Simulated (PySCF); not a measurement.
# C$_{6}$H$_{12}$Si (SMILES [SiH3]CC1=CCCC1): what the fields show

Input file:

```
{"job": {"kind": "nmr", "xc": "PBE0", "basis": "pcSseg-1", "pop": false}, "charge": 0, "multiplicity": 1}
Si     2.691200     0.502800     0.525300
C      1.518400    -0.313600    -0.742000
C      0.089700    -0.126200    -0.384700
C     -0.787500     0.702100    -0.935500
C     -2.126100     0.654400    -0.260800
C     -2.028800    -0.596300     0.628500
C     -0.524200    -0.872200     0.770800
H      2.582900    -0.179500     1.817000
H      4.064700     0.381400     0.032100
H      2.332000     1.912300     0.679900
H      1.704800     0.111800    -1.729200
H      1.745600    -1.380500    -0.797400
H     -0.596500     1.368100    -1.759900
H     -2.275900     1.559400     0.336400
H     -2.950000     0.592700    -0.973900
H     -2.514400    -0.455300     1.592700
H     -2.510000    -1.437900     0.128200
H     -0.293600    -1.938400     0.741200
H     -0.132100    -0.475800     1.712200
```

Run with:

```sh
OMP_NUM_THREADS=1 python probes_run.py task.json out
```

Geometry: GFN2-xTB, NEB image 0 of 0 to 8.

Method: PBE0/pcSseg-1, SCF density, gas phase, non-relativistic (PySCF).

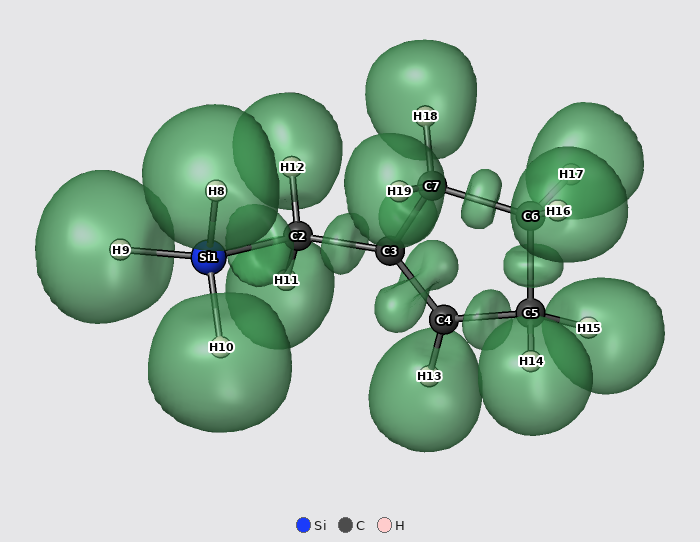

Figure 1. Isosurface of the ELF at 0.8 (green), seen at a tilt. Core shells and regions of very low density are left out.

> What do the ELF domains correspond to?

At this value the surface marks out six regions between bonded C–C atoms (shared pairs), one region between bonded C–Si atoms (shared pairs) and twelve regions around hydrogen nuclei. Profiles from the grid: C–C (1.33 Å): the ELF peaks at about 0.90 between the atoms; a multiple bond. C–Si (1.91 Å): the ELF peaks at about 0.95 between the atoms; a shared electron pair.

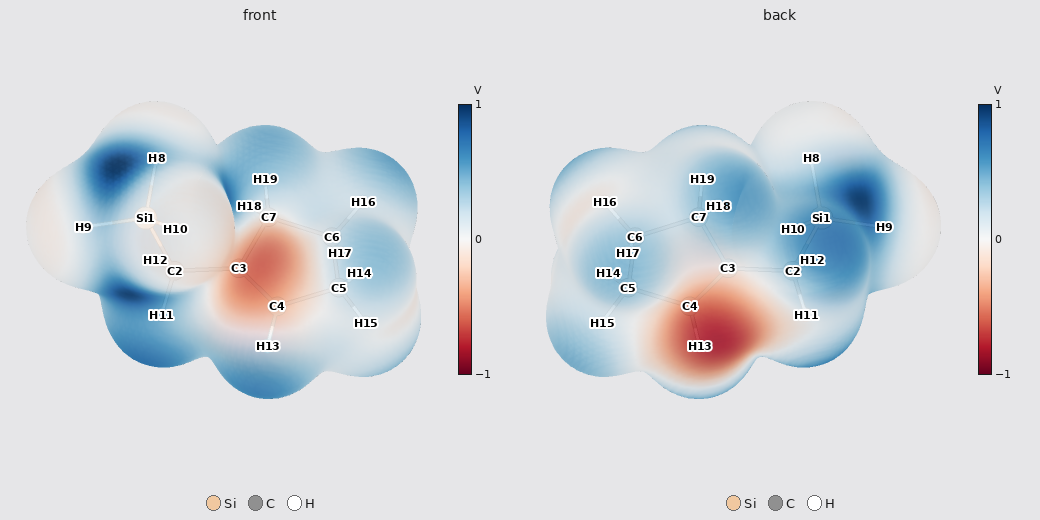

Figure 2. The molecular electrostatic potential painted on the density surface at 0.002 e/bohr³, seen from the front and from behind; the colour scale runs from red (negative) to blue (positive).

> Describe the electrostatic potential map.

The most negative region (about −0.8 V) lies over the π face of C3 and C4, the most positive (about +0.9 V) over Si1.

> What dipole moment does the calculation give?

Its dipole moment is 0.33 D.

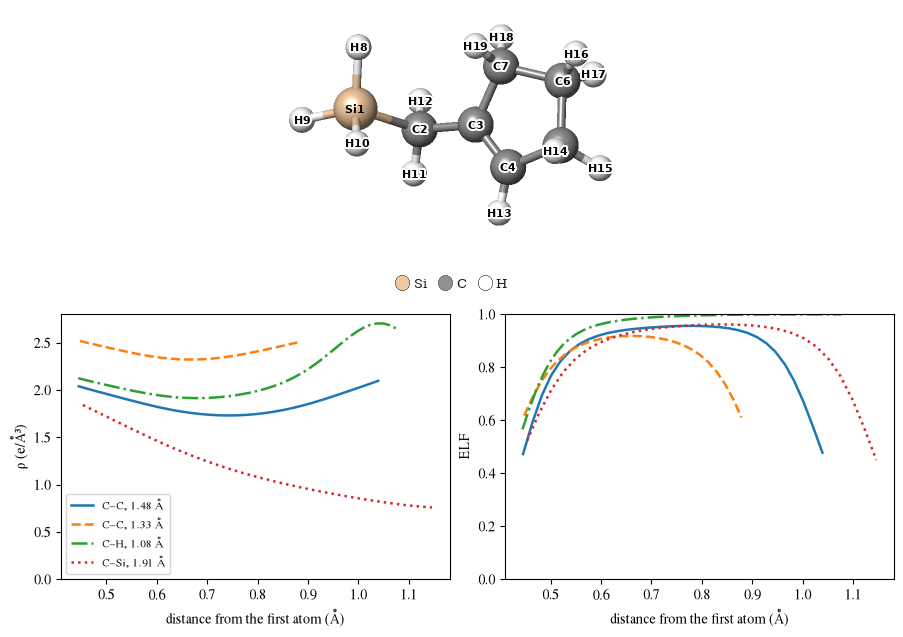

Figure 3. Total electron density and ELF along straight lines between neighbouring atoms. The curves leave out the atomic cores. The structure is drawn too.

> What kind of bonding do the profiles show?

C–C (1.48 Å): ρ is about 1.7 e/Å³ halfway; the ELF peaks at about 0.95 between the atoms (a shared electron pair).
C–C (1.33 Å): ρ at the midpoint is about 2.3 e/Å³; the ELF peaks at about 0.90 between the atoms; a short, multiple covalent bond.
C–H (1.08 Å): the density is about 2 e/Å³ at the midpoint; the ELF climbs to about 1 towards the hydrogen, as it does in any bond to H: an ordinary covalent bond to hydrogen.
C–Si (1.91 Å): ρ at the midpoint is about 0.9 e/Å³; the ELF peaks at about 0.95 between the atoms; a shared electron pair.
